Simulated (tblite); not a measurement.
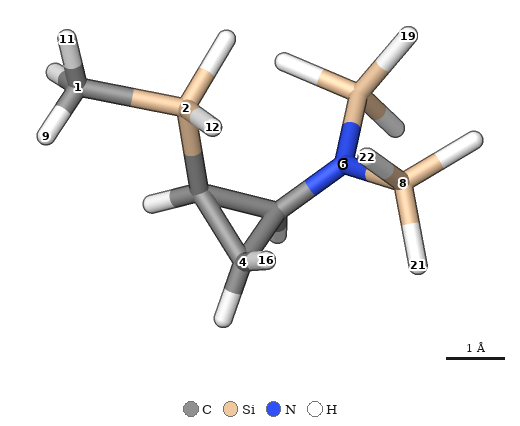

*The structure (stick view, seen at a tilt; atoms are numbered from 1 in the order of the input).*

Bond lengths as drawn: C–C 1.49 to 1.51 Å, C–H 1.08 to 1.09 Å, C–N 1.43 Å, C–Si 1.88 to 1.90 Å, H–Si 1.46 to 1.47 Å and N–Si 1.73 to 1.74 Å.

**Run report: C4H15NSi3, frequency calculation**

The run: frequency calculation of C4H15NSi3. Method and program: GFN2-xTB harmonic vibrations, gas phase (tblite 0.8.0).

It belongs to a series of runs on one base structure; here: C replaced by Si.

**The program's output**
```
mode    cm-1     km/mol
  1     -10.1      0.18
  2      36.0      0.25
  3      75.7      0.17
  4     101.8      0.45
  5     124.3      0.53
  6     134.7      1.80
  7     151.1      0.72
  8     188.1      0.16
  9     204.5      4.62
 10     229.0      0.87
 11     261.6      0.33
 12     399.0      1.60
 13     447.0     17.46
 14     475.6     40.00
 15     558.6      4.20
 16     561.9     21.91
 17     566.9      1.67
 18     578.7    123.27
 19     596.5     22.76
 20     619.1     60.59
 21     665.6     71.14
 22     706.2     83.41
 23     754.2    289.93
 24     755.6     44.62
 25     777.0    216.64
 26     785.1    181.76
 27     790.3    199.71
 28     798.4    270.05
 29     810.1    271.27
 30     820.9    262.23
 31     824.2    169.96
 32     843.8    269.98
 33     868.6     29.36
 34     904.5     48.62
 35     966.5     74.22
 36     977.1     95.70
 37    1048.0    191.24
 38    1064.5     75.14
 39    1085.3     40.70
 40    1095.0      2.98
 41    1174.8     74.00
 42    1265.4     32.63
 43    1321.8     12.42
 44    1373.4      5.93
 45    1379.0     92.94
 46    1466.6     28.80
 47    1491.1      0.13
 48    1496.4      0.15
 49    2180.8    198.16
 50    2186.6    347.67
 51    2201.0    498.87
 52    2212.5    173.43
 53    2225.7    387.92
 54    2239.0    213.86
 55    2282.4    134.37
 56    2302.4    494.10
 57    2948.4     64.93
 58    3006.4     36.24
 59    3038.7     36.63
 60    3040.3     20.98
 61    3052.5     21.40
 62    3062.1     42.35
 63    3099.2     35.58
```

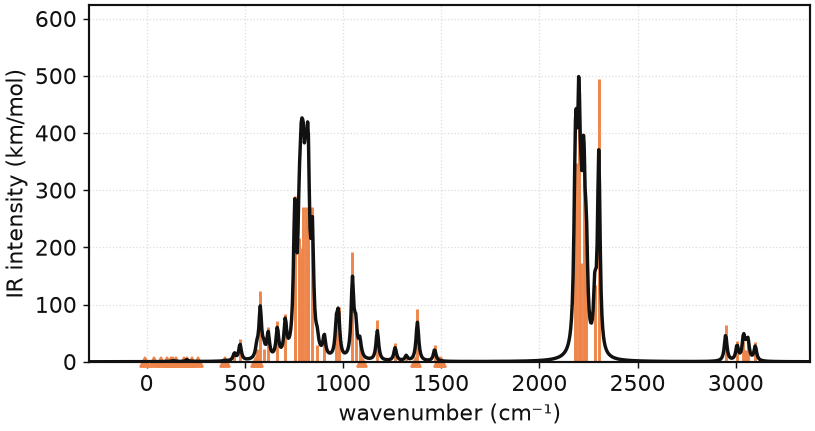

*Harmonic infrared spectrum, unscaled: sticks (degenerate modes added up, dark ones marked on the axis) with a Lorentzian envelope of 16 cm⁻¹ full width, scaled to the tallest stick; imaginary modes are drawn at negative wavenumbers.*

63 modes from 10i to 3099 cm⁻¹, 1 imaginary beyond 8i (10i cm⁻¹): not a clean minimum; so soft a mode can be a shallow saddle, an incomplete relaxation or noise of the force constants. The strongest line is at 2201 cm⁻¹ (499 km/mol).

This output came from the following input.

**The input**
```
{"job": {"kind": "ir", "xc": "GFN2-xTB", "basis": "xTB"}, "charge": 0, "multiplicity": 1}
C     -3.386766     0.219380     0.852649
Si    -1.604699    -0.396653     0.613459
C     -0.763013     0.758925    -0.612142
C     -0.103155     0.194415    -1.846037
C      0.739984     0.779397    -0.769009
N      1.595844    -0.001124     0.067177
Si     2.152562     0.821965     1.494298
Si     2.062807    -1.598263    -0.422284
H     -3.940723     0.215546    -0.081435
H     -3.413375     1.231444     1.245385
H     -3.921651    -0.415424     1.551327
H     -1.648757    -1.767252     0.079323
H     -0.917362    -0.410214     1.912122
H     -1.238010     1.725254    -0.750202
H     -0.186756     0.733631    -2.779776
H     -0.112609    -0.877406    -1.965790
H      1.167089     1.757503    -0.985755
H      1.044196     1.617174     2.028483
H      2.592494    -0.200672     2.435222
H      3.256314     1.728090     1.142840
H      2.460323    -1.562038    -1.833152
H      0.962736    -2.553537    -0.235423
H      3.197774    -1.973159     0.414674
```

The first line tells a small driver script what to run in tblite; the rest is the geometry in Å.

Run as:
```bash
OMP_NUM_THREADS=1 python <driver script> task.json out
```

**Summary**

| quantity | value |
| --- | --- |
| outcome | converged |
| total energy | −662.5277 eV |
| zero-point energy | 105.3560 kcal/mol |
| hardware | 1 CPU thread, shared host |
| wall time | 4.7 s |
| peak memory | 0.18 GiB |
